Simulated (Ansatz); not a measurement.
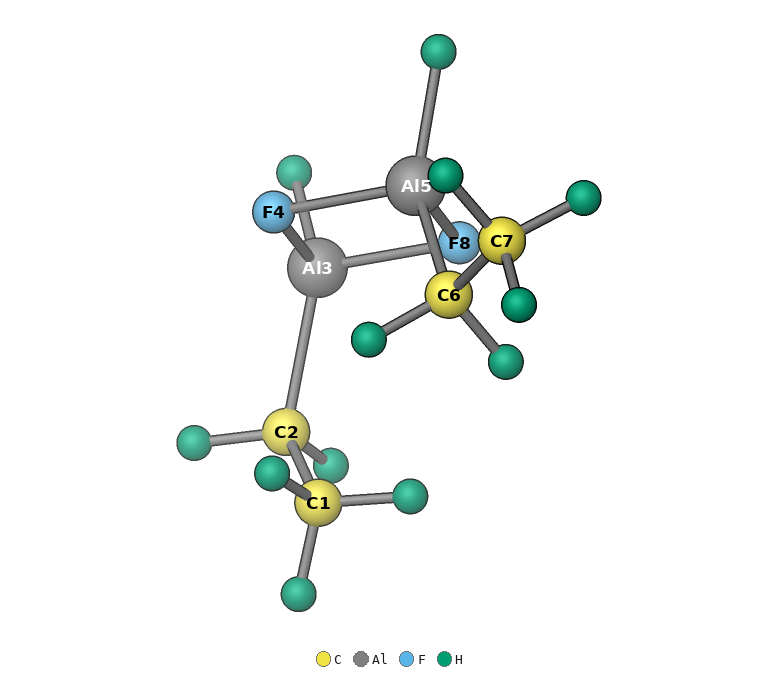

Distant atoms are faded towards the background colour. The computed structure is the end point of a PBE0-D4/def2-TZVP optimisation. No frequency run is at hand to confirm it as a minimum.

Q: What is the conformation of the ring Al3–F4–Al5–F8?

A: It is planar. The Cremer–Pople amplitude Q is 0.01 Å.

Q: Give the torsion angles round the ring, beginning with the bond from its second to its third atom.

A: −1°, 1°, −1°, 1°.
